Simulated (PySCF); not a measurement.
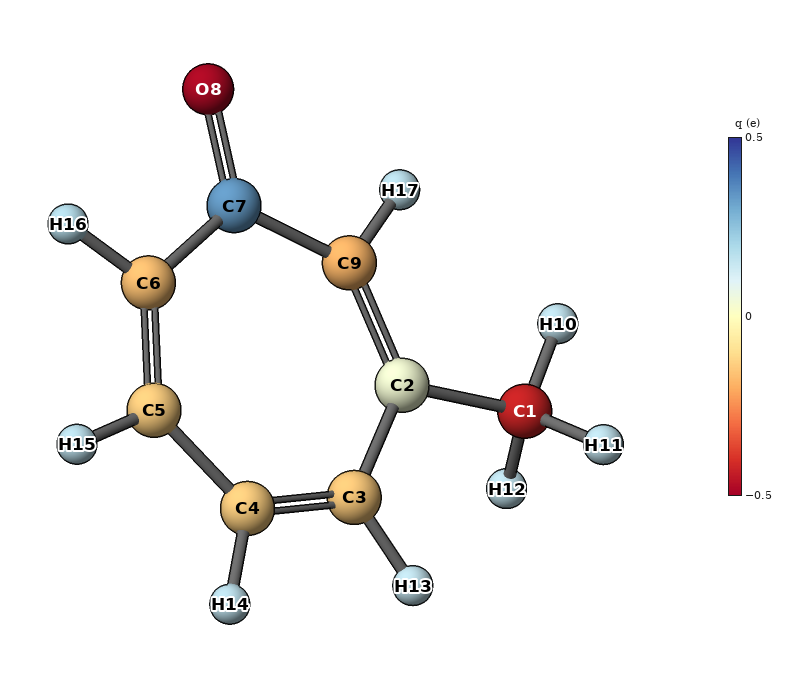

Atoms are coloured by their IAO charges. The computed structure is the end point of a GFN2-xTB optimisation. No frequency run is at hand to confirm it as a minimum. Method: PBE0/pcSseg-1, gas phase (PySCF 2.14.0).

Give the IAO charges atom by atom.

| atom | value (e) |
| --- | --- |
| C1 | −0.42 |
| C2 | 0.04 |
| C3 | −0.14 |
| C4 | −0.13 |
| C5 | −0.13 |
| C6 | −0.16 |
| C7 | 0.33 |
| O8 | −0.47 |
| C9 | −0.18 |
| H10 | 0.15 |
| H11 | 0.16 |
| H12 | 0.16 |
| H13 | 0.15 |
| H14 | 0.16 |
| H15 | 0.16 |
| H16 | 0.17 |
| H17 | 0.16 |
